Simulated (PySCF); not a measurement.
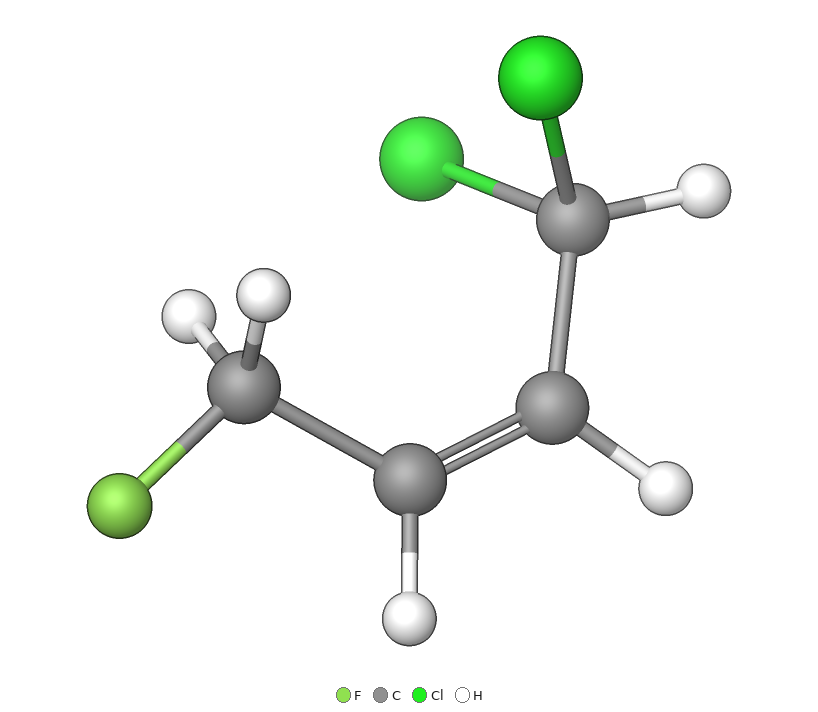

Double and triple bonds are drawn as two and three sticks.

The computed structure is the end point of a GFN2-xTB optimisation. No frequency run is at hand to confirm it as a minimum.

Description:

Formula C₄H₅Cl₂F. Its SMILES string is `FC/C=C\C(Cl)Cl`. It has no ring. Among its groups: alkene, C–F bond, C–Cl bond. Coordination: 2 C tetrahedral; 2 C trigonal planar.

The parts below concern this one geometry. Atoms keep their numbers from picture to picture.

**Geometry**

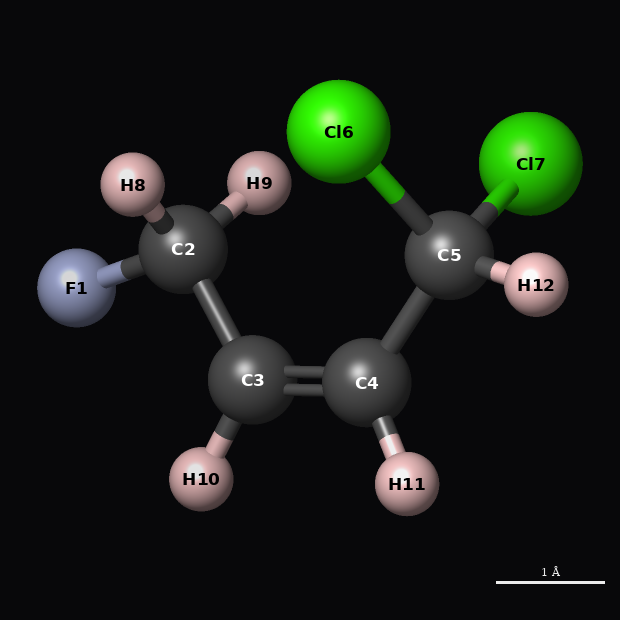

No frequency run is at hand to confirm it as a minimum.

Give these bond angles: F1–C2–H8, F1–C2–H9, C2–C3–C4, C2–C3–H10, C3–C2–H8, C3–C2–H9, C3–C4–H11, C4–C5–Cl6, C4–C5–Cl7, C4–C5–H12, C5–C4–H11, Cl6–C5–H12.

```json
{"angle": "F1–C2–H8", "degrees": "106.8"}
{"angle": "F1–C2–H9", "degrees": "107.1"}
{"angle": "C2–C3–C4", "degrees": "126.2"}
{"angle": "C2–C3–H10", "degrees": "114.2"}
{"angle": "C3–C2–H8", "degrees": "111.4"}
{"angle": "C3–C2–H9", "degrees": "112.0"}
{"angle": "C3–C4–H11", "degrees": "119.5"}
{"angle": "C4–C5–Cl6", "degrees": "111.7"}
{"angle": "C4–C5–Cl7", "degrees": "111.2"}
{"angle": "C4–C5–H12", "degrees": "112.1"}
{"angle": "C5–C4–H11", "degrees": "114.6"}
{"angle": "Cl6–C5–H12", "degrees": "106.4"}
```

**Electronic properties**

No frequency run is at hand to confirm it as a minimum. Method: PBE0/def2-SVPD, gas phase (PySCF 2.14.0). Excitations: vertical, linear response.

What does the calculation give?

- dipole moment: 2.19 D
- HOMO energy (Kohn–Sham orbital): −8.03 eV
- LUMO energy (Kohn–Sham orbital): −1.36 eV
- HOMO–LUMO gap: 6.68 eV
- mean static polarisability: 76.6 bohr³
- lowest vertical singlet excitation: 5.95 eV
- its oscillator strength: 0.142

**Charges**

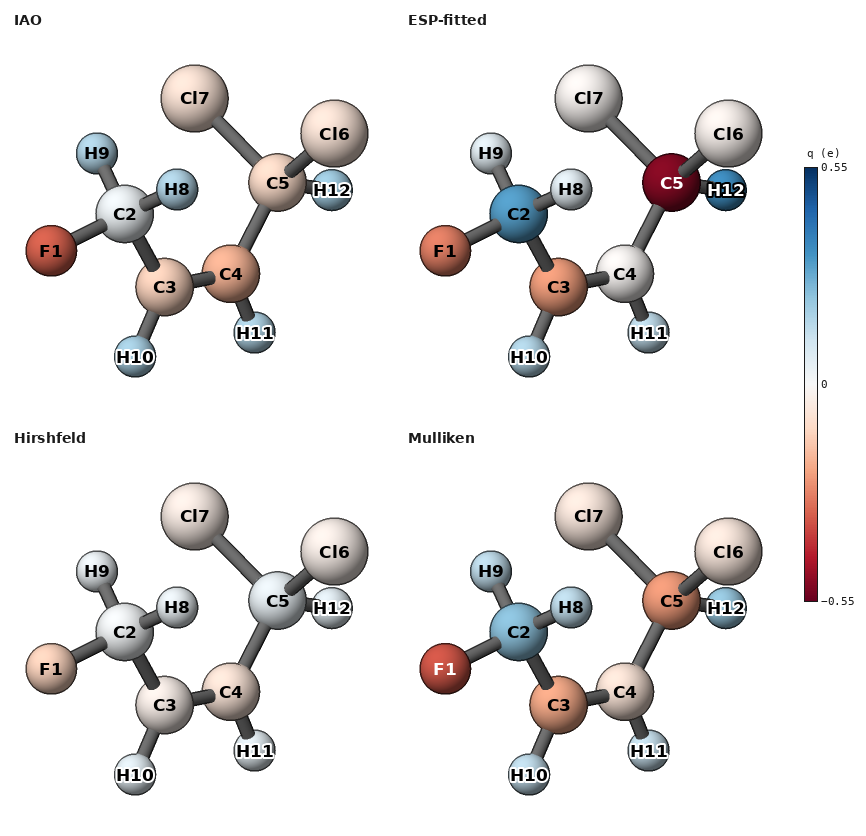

Atomic charges of one calculation by 4 schemes, on one colour scale. No frequency run is at hand to confirm it as a minimum. Computed with PBE0/pcSseg-1 (PySCF 2.14.0).

On which atom do the schemes disagree most?

On C5 (from −0.50 to 0.04 e).

List the charges (e), one line for each set of equivalent atoms.

```tsv
atom	IAO	ESP-fitted	Hirshfeld	Mulliken
F1	−0.33	−0.28	−0.12	−0.34
C2	0.03	0.30	0.02	0.22
C3	−0.12	−0.23	−0.03	−0.21
C4	−0.19	−0.01	−0.07	−0.07
C5	−0.10	−0.50	0.04	−0.24
Cl6	−0.07	−0.02	−0.03	−0.06
Cl7	−0.07	−0.02	−0.04	−0.06
H8	0.16	0.06	0.04	0.14
H9	0.16	0.06	0.03	0.14
H10	0.18	0.16	0.06	0.13
H11	0.17	0.14	0.06	0.12
H12	0.19	0.34	0.06	0.21
```

**NMR shielding**

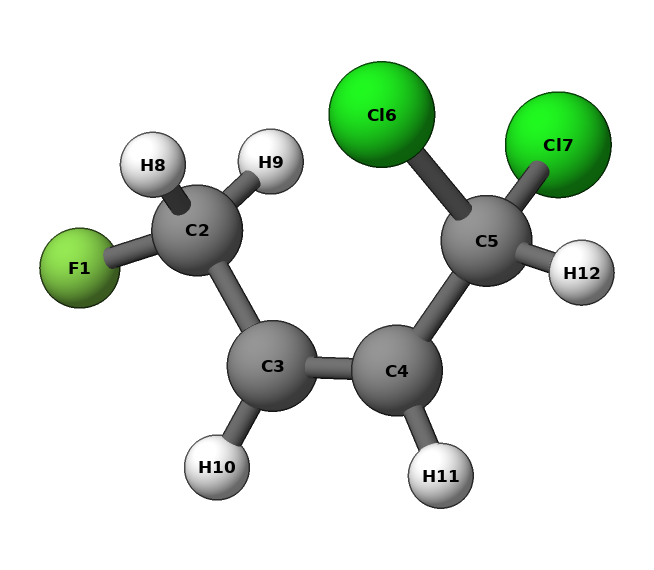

No frequency run is at hand to confirm it as a minimum. Method: GIAO PBE0/pcSseg-1 NMR shielding, non-relativistic, gas phase (PySCF 2.14.0). Principal shieldings σ11 ≤ σ22 ≤ σ33, span Ω = σ33 − σ11, skew κ = 3(σiso − σ22)/Ω.

Give the shielding tensors of the F atoms.

```
atom    σ11    σ22    σ33   σiso     Ω     κ
  F1  384.6  420.0  468.2  424.3  83.5  0.15
```

Shieldings and span in ppm.

**Bond orders**

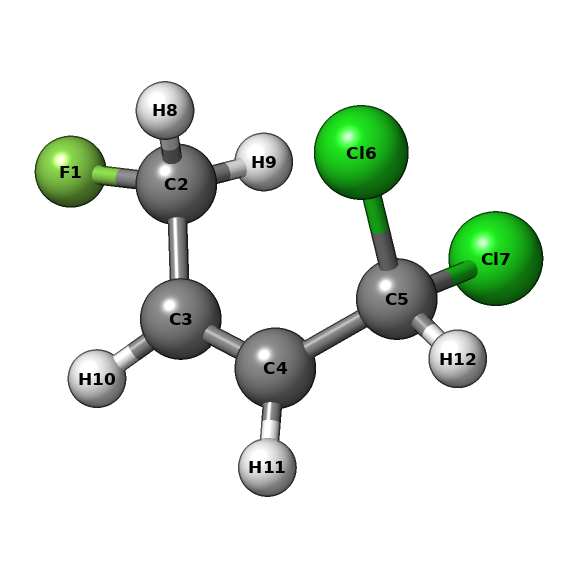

Every bond is drawn as one stick. No frequency run is at hand to confirm it as a minimum. Level of theory: PBE0/pcSseg-1 (PySCF 2.14.0).

Which bond has the highest Mayer bond order?

C3–C4, 1.89, at a length of 1.327 Å.

List the Mayer bond orders of F1–C2, C2–C3, C2–H8, C2–H9, C3–C4, C3–H10, C4–C5, C4–H11, C5–Cl6, C5–Cl7, C5–H12.

| bond | Mayer order | length (Å) |
| --- | --- | --- |
| F1–C2 | 0.87 | 1.371 |
| C2–C3 | 1.04 | 1.491 |
| C2–H8 | 0.93 | 1.097 |
| C2–H9 | 0.94 | 1.096 |
| C3–C4 | 1.89 | 1.327 |
| C3–H10 | 0.95 | 1.080 |
| C4–C5 | 0.97 | 1.488 |
| C4–H11 | 0.95 | 1.080 |
| C5–Cl6 | 1.02 | 1.787 |
| C5–Cl7 | 1.01 | 1.792 |
| C5–H12 | 0.92 | 1.091 |

Mulliken values depend strongly on the basis set and can even reverse the polarity of a bond.
